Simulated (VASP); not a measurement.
# What spin-orbit coupling changes in NbAl3, part 2 of 4

Aim: run bands, DOS and a relaxation of NbAl3 twice, without and with spin-orbit coupling. All runs use PBEsol. Left out of this account: 1 further run (self-consistent run: a reference on another mesh). The start is a computed cell from the Materials Project.

VASP 6.6.1, plane waves and PAW; the level of theory is named at each step.

So far. Step 2 (Band structure (PBEsol)): There is no gap at this level.

## (3) Band structure (PBEsol + SOC)

This step: PBEsol, spin-orbit coupling; plane waves and PAW (Al, Nb_sv) (VASP 6.6.1).

Levels along the symmetry lines show where the bands peak and cross; KPOINTS_OPT computes them in the converged potential. Spin-orbit coupling needs spinors and the noncollinear program, where each band holds one electron.

INCAR reads:

```
SYSTEM = NbAl3
PREC = Accurate
ENCUT = 400
EDIFF = 1E-06
NELM = 100
ISMEAR = -1
SIGMA = 0.05
LREAL = .FALSE.
ALGO = Normal
GGA = PS
LNONCOLLINEAR = .TRUE.
MAGMOM = 0 0 0 0 0 0 0 0 0 0 0 0
NBANDS = 34
GGA_COMPAT = .FALSE.
LASPH = .TRUE.
LSORBIT = .TRUE.
LMAXMIX = 4
LORBIT = 11
LWAVE = .FALSE.
LCHARG = .FALSE.
KPAR = 4
```

POSCAR reads:

```
NbAl3
1.0
    0.0000000000     -3.8339658454      0.0000000000
   -3.8339658454      0.0000000000      0.0000000000
    1.9169829227     -1.9169829227     -4.2924503537
Al Nb
3 1
Direct
    0.5000000000      0.5000000000      0.0000000000
    0.7500000000      0.7500000000      0.5000000000
    0.2500000000      0.2500000000      0.5000000000
    0.0000000000      0.0000000000      0.0000000000
```

KPOINTS reads:

```
Automatic mesh
0
Gamma
8 8 8
0 0 0
```

KPOINTS_OPT reads:

```
Line mode
16
Line-mode
Reciprocal
  0.00000000   0.00000000   0.00000000 GAMMA
  0.50000000  -0.50000000   0.50000000 X

  0.50000000  -0.50000000   0.50000000 X
  0.59972314  -0.40027686   0.50000000 Y

  0.59972314  -0.40027686   0.50000000 Y
  0.59972314   0.00000000   0.29986157 S

  0.59972314   0.00000000   0.29986157 S
  0.00000000   0.00000000   0.00000000 GAMMA

  0.00000000   0.00000000   0.00000000 GAMMA
  0.00000000   0.00000000  -0.50000000 Z

  0.00000000   0.00000000  -0.50000000 Z
  0.40027686   0.00000000  -0.29986157 S1

  0.40027686   0.00000000  -0.29986157 S1
  0.50000000   0.00000000   0.00000000 N

  0.50000000   0.00000000   0.00000000 N
  0.50000000  -0.50000000   0.25000000 P

  0.50000000  -0.50000000   0.25000000 P
  0.40027686  -0.40027686  -0.09972314 Y1

  0.40027686  -0.40027686  -0.09972314 Y1
  0.00000000   0.00000000  -0.50000000 Z

  0.50000000  -0.50000000   0.50000000 X
  0.50000000  -0.50000000   0.25000000 P
```

Potentials, in the order of the species: Al and Nb_sv (PBE family, release 64).

Run with:

```bash
mpirun -np 4 vasp_ncl
```

Output:

```text
[banner, memory and clock lines left out]
running    4 mpi-ranks, on    1 nodes
 distrk:  each k-point on    1 cores,    4 groups
 distr:  one band on    1 cores,    1 groups

 POSCAR found type information on POSCAR AlNb
 POSCAR found :  2 types and       4 ions
 [... a notice as in an earlier step ...]

 LDA part: xc-table for (Slater+PW92), standard interpolation
 POSCAR, INCAR and KPOINTS ok, starting setup
 FFT: planning ... GRIDC
 FFT: planning ... GRID_SOFT
 FFT: planning ... GRID
 WAVECAR not read
 entering main loop
       N       E                     dE             d eps       ncg     rms          rms(c)
DAV:   1     0.116305507509E+03    0.11631E+03   -0.87394E+03  4148   0.964E+02
DAV:   2    -0.158406689193E+02   -0.13215E+03   -0.12648E+03  5256   0.313E+02
DAV:   3    -0.253032111543E+02   -0.94625E+01   -0.92292E+01  7104   0.632E+01
DAV:   4    -0.258060152592E+02   -0.50280E+00   -0.49934E+00  5984   0.132E+01
DAV:   5    -0.258234227738E+02   -0.17408E-01   -0.17397E-01  6418   0.255E+00    0.860E+00
DAV:   6    -0.251310530470E+02    0.69237E+00   -0.33599E+00  6182   0.139E+01    0.296E+00
DAV:   7    -0.250431753509E+02    0.87878E-01   -0.40608E-01  5656   0.427E+00    0.190E+00
DAV:   8    -0.250113964723E+02    0.31779E-01   -0.43870E-02  5626   0.169E+00    0.414E-01
DAV:   9    -0.250101897395E+02    0.12067E-02   -0.87962E-03  6716   0.665E-01    0.314E-01
DAV:  10    -0.250100182060E+02    0.17153E-03   -0.48127E-04  5826   0.223E-01    0.144E-01
DAV:  11    -0.250100146529E+02    0.35531E-05   -0.34433E-04  6594   0.168E-01    0.401E-02
DAV:  12    -0.250099998337E+02    0.14819E-04   -0.44420E-05  5876   0.740E-02    0.136E-02
   1 F= -.25010000E+02 E0= -.25008356E+02  d E =-.328731E-02  mag=    -0.0000    -0.0000    -0.0000
 Start KPOINTS_OPT (optional k-point list driver)
k-point batch [1-59\176]
       N       E                     dE             ncg
DAV:   1     0.445285235462E+02   -0.30032E+05     4364
DAV:   2    -0.758120864522E+04   -0.76257E+04     5484
DAV:   3    -0.810698154037E+04   -0.52577E+03     6880
DAV:   4    -0.813662514355E+04   -0.29644E+02     6168
DAV:   5    -0.813748360237E+04   -0.85846E+00     6064
DAV:   6    -0.813750181011E+04   -0.18208E-01     6258
DAV:   7    -0.813750250979E+04   -0.69968E-03     6094
DAV:   8    -0.813750253144E+04   -0.21645E-04     6022
DAV:   9    -0.813750253241E+04   -0.97247E-06     3810
[...]
k-point batch [119-176\176]
       N       E                     dE             ncg
DAV:   1     0.313053839636E+03   -0.37338E+05     4336
DAV:   2    -0.699463145395E+04   -0.73077E+04     5398
DAV:   3    -0.747088922007E+04   -0.47626E+03     6544
DAV:   4    -0.750078676052E+04   -0.29898E+02     6132
DAV:   5    -0.750152999225E+04   -0.74323E+00     5898
DAV:   6    -0.750154697928E+04   -0.16987E-01     6132
DAV:   7    -0.750154762395E+04   -0.64466E-03     6066
DAV:   8    -0.750154765286E+04   -0.28908E-04     5278
DAV:   9    -0.750154765448E+04   -0.16221E-05     3870
DAV:  10    -0.750154765463E+04   -0.15402E-06     2992
```

It took 1.8 min on 4 MPI ranks of AMD EPYC 9R45, shared host; peak memory 1.7 GiB; 7 min of CPU time.

OUTCAR, selected parts (step 3):

```text
The static configuration has the point symmetry D_4h.

 Found     59 irreducible k-points:

   k-points           NKPTS =     59   k-points in BZ     NKDIM =     59   number of bands    NBANDS=     34

   NELECT =      22.0000    total number of electrons

 E-fermi :   9.5070

 k-point     1 :       0.0000    0.0000    0.0000
  band No.  band energies     occupation
    ...
     16       6.7748      1.00000
     17       7.3830      1.00000
     18       7.3830      1.00000
     19       7.3951      1.00000
     20       7.3951      1.00000
     21       9.5350      0.36346
     22       9.5350      0.36346
     23      11.0385      0.00000
     24      11.0385      0.00000
     25      11.1616      0.00000
    ...

 k-point     2 :       0.1250    0.0000    0.0000
  band No.  band energies     occupation
    ...
     18       7.5186      1.00000
     19       7.5824      1.00000
     20       7.5824      1.00000
     21       8.9625      0.99998
     22       8.9625      0.99998
     23      10.5352      0.00000
     24      10.5352      0.00000
     25      11.3971      0.00000
     26      11.3972      0.00000
     27      11.8284      0.00000
    ...

  Total       -0.4799362     -0.4799362     -0.3771068      0.0000000      0.0000000      0.0000000
  in kB      -12.1868755    -12.1868755     -9.5757590      0.0000000      0.0000000      0.0000000
  external PRESSURE =     -11.3165033 kB  Pullay stress =       0.0000000 kB

 POSITION                                       TOTAL-FORCE (eV/Angst)
 -----------------------------------------------------------------------------------
     -1.91698     -1.91698      0.00000        -0.000000     -0.000000      0.000000
     -1.91698     -3.83397     -2.14623        -0.000000     -0.000000      0.000000
      0.00000     -1.91698     -2.14623         0.000000      0.000000      0.000000
      0.00000      0.00000      0.00000        -0.000000     -0.000000      0.000000
 -----------------------------------------------------------------------------------
    total drift:                                0.000000     -0.000000     -0.000000

  FREE ENERGIE OF THE ION-ELECTRON SYSTEM (eV)
  ---------------------------------------------------
  free  energy   TOTEN  =       -25.0100000747 eV

  energy  without entropy=      -25.0067127663  energy(sigma->0) =      -25.00835642

 Spin-Orbit-Coupling matrix elements
 Ion:    1  E_soc:     -0.0001897
 Ion:    2  E_soc:     -0.0002414
 Ion:    3  E_soc:     -0.0002414
 Ion:    4  E_soc:     -0.1730423

 total charge
# of ion       s       p       d       tot
------------------------------------------
    1        0.442   0.382   0.000   0.825
    2        0.397   0.411   0.000   0.808
    3        0.397   0.411   0.000   0.808
    4        2.147   5.990   2.645  10.782
--------------------------------------------------
tot          3.382   7.195   2.645  13.222

 magnetization (x)
# of ion       s       p       d       tot
------------------------------------------
    1        0.000   0.000   0.000   0.000
    2        0.000   0.000   0.000   0.000
    3        0.000   0.000   0.000   0.000
    4        0.000   0.000  -0.000  -0.000
--------------------------------------------------
tot          0.000   0.000  -0.000   0.000

 magnetization (y)
# of ion       s       p       d       tot
------------------------------------------
    1        0.000   0.000   0.000   0.000
    2        0.000   0.000   0.000   0.000
    3        0.000   0.000   0.000   0.000
    4        0.000   0.000   0.000   0.000
--------------------------------------------------
tot          0.000   0.000   0.000   0.000

 magnetization (z)
# of ion       s       p       d       tot
------------------------------------------
    1        0.000   0.000   0.000   0.000
    2        0.000   0.000   0.000   0.000
    3        0.000   0.000   0.000   0.000
    4       -0.000  -0.000   0.000  -0.000
--------------------------------------------------
tot         -0.000  -0.000   0.000  -0.000

[... 7 parts as in an earlier step ...]

[... 5 further parts left out ...]
```

This step gave:

```
electronic steps        : 13
bands                   : 34
free energy (TOTEN)     : -25.01 eV
energy at zero smearing : -25.01 eV
Fermi energy            : 9.507 eV
pressure                : -1.132 GPa
```

On-site spin-orbit energy by atom:

```tsv
atom	on-site spin-orbit energy (eV)
Al1	0.000
Al2	0.000
Al3	0.000
Nb4	-0.173
```

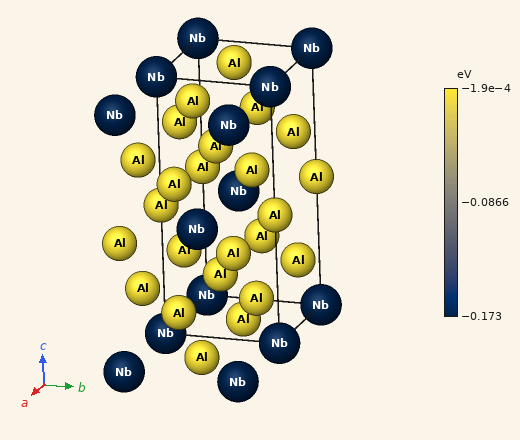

Atoms coloured by on-site spin-orbit energy. 2×1×1 conventional cells are drawn. Some periodic images of atoms are drawn too.

Electronic bands along the path, in eV, zero at the Fermi level; # counts the bands kept, so #1 is VASP's band 9:

```tsv
point	#11	#12	#13	#14	#15	#16	#17	#18
Γ	-2.11	-2.11	0.03	0.03	1.53	1.53	1.65	1.65
X	-2.69	-2.69	-2.08	-2.08	1.55	1.55	1.70	1.70
Y	-2.13	-2.13	-1.95	-1.95	1.25	1.25	1.74	1.74
S	-1.33	-1.33	-0.27	-0.27	1.14	1.14	1.98	1.98
Γ	-2.11	-2.11	0.03	0.03	1.53	1.53	1.65	1.65
Z	-1.04	-1.04	-0.15	-0.15	-0.11	-0.11	0.19	0.19
S1	-1.33	-1.33	-0.27	-0.27	1.14	1.14	1.98	1.98
N	-1.29	-1.29	-0.37	-0.37	1.50	1.50	1.80	1.80
P	-2.38	-2.38	-1.54	-1.54	0.52	0.52	1.55	1.55
Y1	-2.13	-2.13	-1.95	-1.95	1.25	1.25	1.74	1.74
Z	-1.04	-1.04	-0.15	-0.15	-0.11	-0.11	0.19	0.19
jump to X	-2.69	-2.69	-2.08	-2.08	1.55	1.55	1.70	1.70
P	-2.38	-2.38	-1.54	-1.54	0.52	0.52	1.55	1.55
```

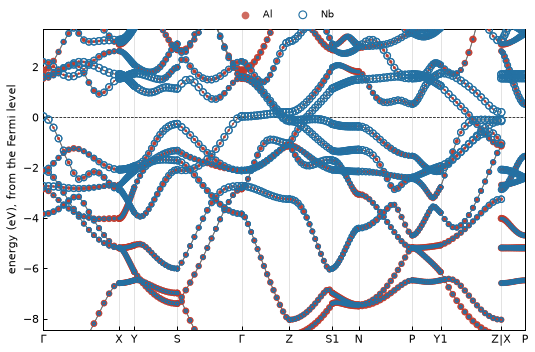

Electronic bands along the path; dots are coloured as in the legend, and their area grows with the weight.

There is no gap at this level. Without the coupling there was no gap either. The run took 3.6 times the core time, with 34 spinor bands against 25.

## (4) Total and projected DOS (PBEsol)

This step: PBEsol; plane waves and PAW (Al, Nb_sv) (VASP 6.6.1).

Here the states are counted by energy and projected on the atoms.

INCAR reads:

```
SYSTEM = NbAl3
PREC = Accurate
ENCUT = 400
EDIFF = 1E-06
NELM = 100
ISMEAR = -5
SIGMA = 0.05
LREAL = .FALSE.
ALGO = Normal
GGA = PS
NBANDS = 25
LASPH = .TRUE.
LORBIT = 11
LWAVE = .FALSE.
LCHARG = .FALSE.
KPAR = 4
NEDOS = 2001
```

POSCAR is that of step 3.

KPOINTS is that of step 3.

Run with:

```bash
mpirun -np 4 vasp_std
```

Output:

```text
[... set-up lines as in an earlier step ...]
 entering main loop
       N       E                     dE             d eps       ncg     rms          rms(c)
DAV:   2    -0.204797989956E+02   -0.12049E+03   -0.11560E+03  3685   0.212E+02
DAV:   3    -0.255817234638E+02   -0.51019E+01   -0.50292E+01  4620   0.358E+01
DAV:   4    -0.257295771189E+02   -0.14785E+00   -0.14769E+00  3972   0.576E+00
DAV:   5    -0.257338031543E+02   -0.42260E-02   -0.42253E-02  4493   0.999E-01    0.856E+00
DAV:   6    -0.250468957522E+02    0.68691E+00   -0.25684E+00  4434   0.941E+00    0.298E+00
DAV:   7    -0.249559819766E+02    0.90914E-01   -0.32085E-01  3877   0.280E+00    0.194E+00
DAV:   8    -0.249213794520E+02    0.34603E-01   -0.43258E-02  4450   0.133E+00    0.375E-01
DAV:   9    -0.249205629113E+02    0.81654E-03   -0.33014E-03  3931   0.343E-01    0.175E-01
DAV:  10    -0.249205855409E+02   -0.22630E-04   -0.25816E-04  4379   0.117E-01    0.472E-02
DAV:  11    -0.249205626811E+02    0.22860E-04   -0.39797E-05  4209   0.487E-02    0.161E-02
DAV:  12    -0.249205657689E+02   -0.30878E-05   -0.22239E-06  3015   0.101E-02    0.378E-03
DAV:  13    -0.249205651225E+02    0.64640E-06   -0.31564E-07  1940   0.334E-03
   1 F= -.24920565E+02 E0= -.24920565E+02  d E =0.000000E+00
 -----------------------------------------------------------------------------
|                                                                             |
|           W    W    AA    RRRRR   N    N  II  N    N   GGGG   !!!           |
|           W    W   A  A   R    R  NN   N  II  NN   N  G    G  !!!           |
|           W    W  A    A  R    R  N N  N  II  N N  N  G       !!!           |
|           W WW W  AAAAAA  RRRRR   N  N N  II  N  N N  G  GGG   !            |
|           WW  WW  A    A  R   R   N   NN  II  N   NN  G    G                |
|           W    W  A    A  R    R  N    N  II  N    N   GGGG   !!!           |
|                                                                             |
|     Tetrahedron method does not include variations of the Fermi             |
|     occupations, so forces and stress will be inaccurate. We suggest        |
|     using a different smearing scheme ISMEAR = 1 or 2 for metals in         |
|     relaxations.                                                            |
|                                                                             |
 -----------------------------------------------------------------------------
```

It took 13 s on 4 MPI ranks; peak memory 0.75 GiB; 49 s of CPU time.

Parts of OUTCAR (step 4):

```text
The static configuration has the point symmetry D_4h.

 Found     59 irreducible k-points:

   NELECT =      22.0000    total number of electrons

 E-fermi :   9.4930

 k-point     1 :       0.0000    0.0000    0.0000
  band No.  band energies     occupation
    ...
      7       6.6605      2.00000
      8       6.7815      2.00000
      9       7.3879      2.00000
     10       7.3879      2.00000
     11       9.5439      1.85472
     12      11.1072      0.00000
     13      11.1072      0.00000
     14      11.3677      0.00000
     15      11.7145      0.00000
     16      13.9565      0.00000
    ...

 k-point     2 :       0.1250    0.0000    0.0000
  band No.  band energies     occupation
    ...
      7       6.3936      2.00000
      8       6.7440      2.00000
      9       7.5183      2.00000
     10       7.5806      2.00000
     11       8.9710      2.01598
     12      10.5402      0.00000
     13      11.3959      0.00000
     14      11.8292      0.00000
     15      12.0456      0.00000
     16      13.9220      0.00000
    ...

  Total       -0.4597475     -0.4597475     -0.3958230      0.0000000     -0.0000000     -0.0000000
  in kB      -11.6742279    -11.6742279    -10.0510131      0.0000000     -0.0000000     -0.0000000
  external PRESSURE =     -11.1331563 kB  Pullay stress =       0.0000000 kB

 POSITION                                       TOTAL-FORCE (eV/Angst)
 -----------------------------------------------------------------------------------
     -1.91698     -1.91698      0.00000        -0.000000      0.000000      0.000000
     -1.91698     -3.83397     -2.14623        -0.000000     -0.000000      0.000000
      0.00000     -1.91698     -2.14623         0.000000      0.000000     -0.000000
      0.00000      0.00000      0.00000        -0.000000      0.000000      0.000000
 -----------------------------------------------------------------------------------
    total drift:                                0.000000     -0.000000      0.000000

  FREE ENERGIE OF THE ION-ELECTRON SYSTEM (eV)
  ---------------------------------------------------
  free  energy   TOTEN  =       -24.9205651225 eV

  energy  without entropy=      -24.9205651225  energy(sigma->0) =      -24.92056512

 total charge
# of ion       s       p       d       tot
------------------------------------------
    1        0.442   0.382   0.000   0.824
    2        0.397   0.411   0.000   0.808
    3        0.397   0.411   0.000   0.808
    4        2.146   5.989   2.647  10.782
--------------------------------------------------
tot          3.382   7.194   2.647  13.222

[... 8 parts as in an earlier step ...]

[... 5 further parts left out ...]
```

With tetrahedra the forces and stress of a metal are not exact derivatives of the energy.

This step gave:

```
bands                  : 25
free energy (TOTEN)    : -24.92 eV
Fermi energy           : 9.493 eV
pressure               : -1.113 GPa
DOS at the Fermi level : 0.2118 states/eV/cell
```

The density of states has structure finer than the step of the table below, so its rows give means over 1 eV, whole bins alone (the curve runs from -12.0 to 5.71 eV). Peaks (eV: height): total -2.1: 4.41, 1.3: 4.06, 1.6: 5.09, 4.4: 3.53; Nb d -2.1: 1.16, -1.4: 1.17, 1.3: 1.82, 1.6: 2.34; Al p -2.1: 0.517, 1.3: 0.260, 1.6: 0.294, 4.4: 0.357; Al s -6.7: 0.281, -4.9: 0.316, 3.6: 0.308, 4.1: 0.291; Nb s 1.3: 0.0821, 1.6: 0.105, 2.1: 0.0495, 3.2: 0.0461.

States under -12.0 eV and over 5.7 eV are left out. Table of density of states by energy, zero at the Fermi level; means over each step; values in states/eV/cell:

```tsv
energy (eV)	total	Nb d	Al p	Al s	Nb s	Nb p
-11	0	0	0	0	0	0
-10	0.213	1.5e-4	0.00228	0.0513	0.00852	0.00115
-9	0.540	0.00253	0.0133	0.125	0.0157	0.00639
-8	0.829	0.0125	0.0324	0.182	0.0151	0.0132
-7	0.972	0.0403	0.0536	0.190	0.0136	0.0140
-6	0.976	0.0641	0.0690	0.166	0.0108	0.0109
-5	1.35	0.121	0.101	0.196	0.0276	0.0173
-4	1.28	0.162	0.127	0.116	0.0255	0.0153
-3	1.91	0.340	0.212	0.109	0.0245	0.0304
-2	3.24	0.857	0.370	0.0663	0.0145	0.0453
-1	2.28	0.847	0.203	0.0249	0.00670	0.0211
0	0.583	0.296	0.0308	0.00229	3.2e-4	0.00287
1	2.48	1.04	0.173	0.0537	0.0411	0.0214
2	2.35	0.833	0.161	0.0738	0.0506	0.0330
3	2.04	0.561	0.132	0.197	0.0340	0.0267
4	2.81	0.778	0.232	0.262	0.0340	0.0481
5	2.04	0.443	0.242	0.115	0.0157	0.0388
```

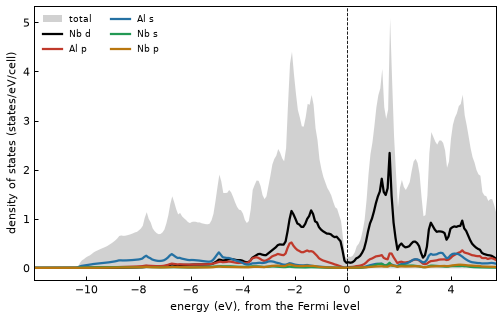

Density of states against energy.

Of the states within 0.3 eV of the Fermi level, the largest shares in the PAW spheres are Nb d 53 %. The rest lies in smaller channels or between the spheres.

(Part 2 of 4 ends here.)

[Lines on the potential files, build, host, timing and source positions are cut from VASP's logs without a mark.]

[Logs are printed without paths, hosts, clocks, repeated set-up lines and the standing remarks that a program may print on its own settings, such as how far it seeks lower states.]

[Hosts, paths, dates, database ids (printed as entryN), source tags and the programs' standing remarks are cut or masked in the printed files.]

[A measured line is paired with the nearest computed mode of its activity, which favours agreement.]
